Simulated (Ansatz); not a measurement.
```
Zn Cd Se
1.0
     4.16420    0.00000    0.00000
     0.00000    4.16420    0.00000
     0.00000    0.00000   29.83957
Zn Cd Se
6 4 10
Cartesian
  2.0821 2.0821 12.1432
  0.0000 0.0000 27.0630
  2.0821 2.0821 0.0000
  0.0000 0.0000 14.9198
  0.0000 0.0000 2.7766
  2.0821 2.0821 17.6964
  2.0821 2.0821 5.8124
  0.0000 0.0000 20.7322
  0.0000 0.0000 9.1073
  2.0821 2.0821 24.0271
  2.0821 0.0000 13.5328
  0.0000 2.0821 28.4526
  2.0821 0.0000 1.3869
  0.0000 2.0821 16.3067
  0.0000 2.0821 4.1546
  2.0821 0.0000 19.0743
  2.0821 0.0000 7.4599
  0.0000 2.0821 22.3797
  0.0000 2.0821 10.7652
  2.0821 0.0000 25.6850
```

Space group I-4m2; a structure generated by program, which may or may not match a known phase.

The calculation used Ansatz 0.2.0, DFT PBE, scalar-relativistic, plane waves, PAW.

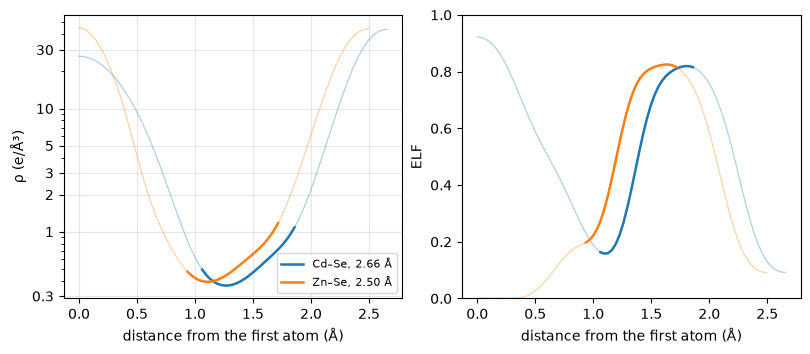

Zn₃Cd₂Se₅. Valence pseudo-density and ELF along straight lines between neighbouring atoms. Thin, pale parts lie inside the atomic spheres.

The density is the valence pseudo-density of a PAW calculation; it isn't the true density close to the nuclei.

**What can be read from the curves?**

Cd–Se (2.66 Å): ρ is about 0.37 e/Å³ halfway; the ELF is about 0.40 at the midpoint.
Zn–Se (2.50 Å): the density is about 0.43 e/Å³ at the midpoint; the ELF is about 0.60 at the midpoint.
